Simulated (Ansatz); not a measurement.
System: a (001) slab cut from Ti (P6_3/mmc), 16 atoms in the cell, the slab at its places in the relaxed adsorbed structure.

```xyz
16
Lattice="5.7729 0.0000 0.0000 -2.8865 4.9995 0.0000 0.0000 0.0000 27.1846" Properties=species:S:1:pos:R:3 pbc="T T T"
Ti    1.4432    0.8333    8.0000
Ti    0.0000    3.3330    8.0000
Ti    4.3297    0.8333    8.0000
Ti    2.8865    3.3330    8.0000
Ti    0.0000    1.6665   10.2870
Ti   -1.4432    4.1663   10.2870
Ti    2.8865    1.6665   10.2870
Ti    1.4432    4.1663   10.2870
Ti    1.4877    0.8613   12.6827
Ti    0.0448    3.3617   12.6827
Ti    4.3323    0.8373   12.6385
Ti    2.8884    3.3366   12.6387
Ti   -0.0281    1.6521   14.8129
Ti   -1.4717    4.1523   14.8108
Ti    2.9398    1.6996   14.9048
Ti    1.4957    4.1990   14.9036
```

Ansatz 0.2.0; DFT PBE+D3(BJ), scalar-relativistic, plane waves, PAW, no spin polarisation, 4×4×1 k mesh.

What does the potential across the slab give for the work function?

The work function is 4.46 eV at the right face and 4.54 eV at the left. The vacuum levels differ by 0.07 eV, so the slab carries a dipole along its normal. The outermost atoms are 6.9 Å apart, which leaves 20.3 Å of vacuum in a cell 27.2 Å high.

The atoms aren't at rest in this cell (largest force 0.5 eV/Å), so the relaxed material can differ.

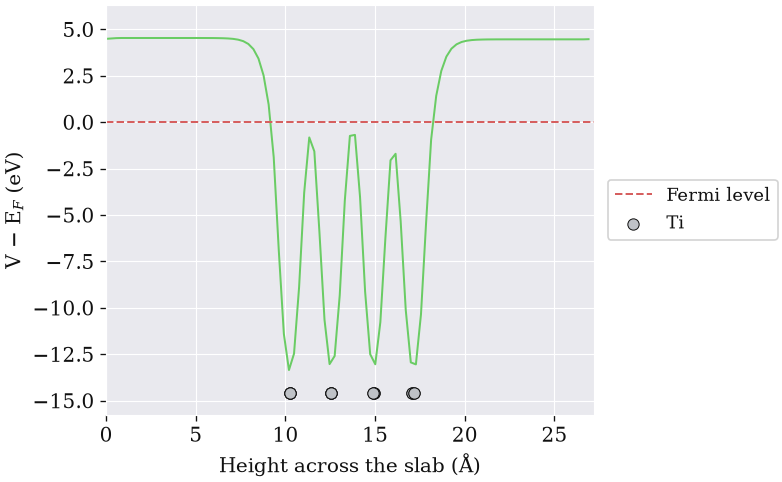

Plane-averaged electrostatic potential energy of an electron across the slab; circles at the bottom mark the heights of the atoms.
